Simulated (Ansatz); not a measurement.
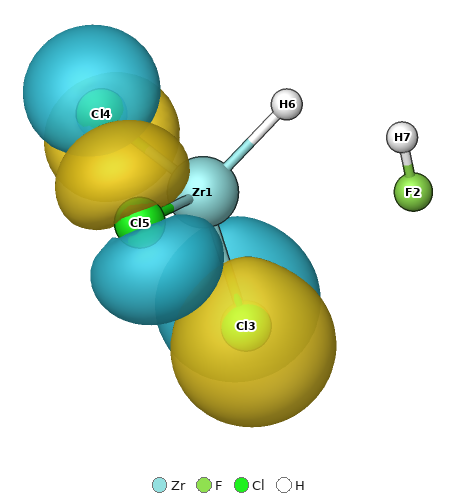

The picture shows: Cl$_{3}$HZr···HF. The HOMO−1 at ±0.08 Å⁻³ᐟ² (yellow and cyan are the two phases), seen at a tilt.

Core potentials replace the inner electrons of Zr.

Method: RKS r2SCAN-D4/def2-SVP (Ansatz 0.2.0).

The calculation's input:

```
crystal:
  periodic: [false, false, false]
  atoms:
    - { symbol: Zr, position_ang: [0.0, 0.0, 0.0] }
    - { symbol: F, position_ang: [0.0, 0.0, 2.33] }
    - { symbol: Cl, position_ang: [2.3764, 0.0, -0.8392] }
    - { symbol: Cl, position_ang: [-1.1869, 2.0563, -0.8392] }
    - { symbol: Cl, position_ang: [-1.1869, -2.0563, -0.8392] }
    - { symbol: H, position_ang: [-2.0403, 0.0, 0.6779] }
    - { symbol: H, position_ang: [-1.4831, 0.0, 1.7078] }
basis:
  gaussian: { orbitals: def2-SVP }
hamiltonian:
  xc: r2scan
  dispersion: d4
relax:
  f_tol: 0.15
  max_steps: 25
  restrain:
    - { distance: [0, 5], at: 1.85, k: 30.0 }
    - { distance: [6, 1], at: 0.92, k: 30.0 }
    - { distance: [0, 1], at: 3.18, k: 30.0 }
    - { distance: [6, 5], at: 1.86, k: 30.0 }
output:
  orbitals: {}
```

Command:

```sh
ansatz run input.yaml --threads 4 --pin off --max-ram 5120MiB --backend cpu --events-out ev --progress --plain --runs-dir out
```

The fields are those of the run's last geometry, not of the input's.

Describe this orbital and give its energy.

Answer. By Hirshfeld shares it lies mainly on Cl3 (about 50 %), Cl4 (about 20 %) and Cl5 (about 20 %); largely a combination of lone pairs on Cl3, Cl4 and Cl5. Its energy is −8.62 eV.
